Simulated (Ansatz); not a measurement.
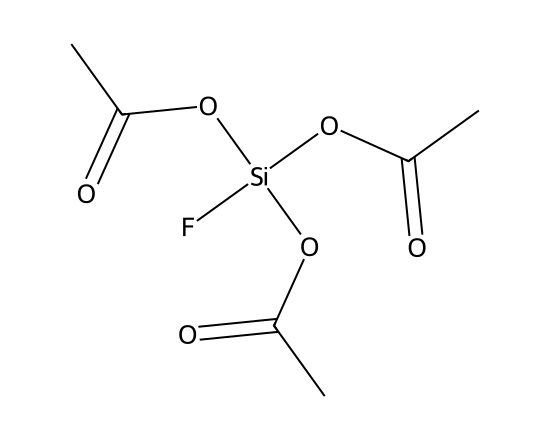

Source: calculation with Ansatz.

2D structure.

Q: Write the SMILES.

A: CC(=O)O[Si](F)(OC(C)=O)OC(C)=O

Q: Give the formula, hydrogens included.

A: C6H9FO6Si.
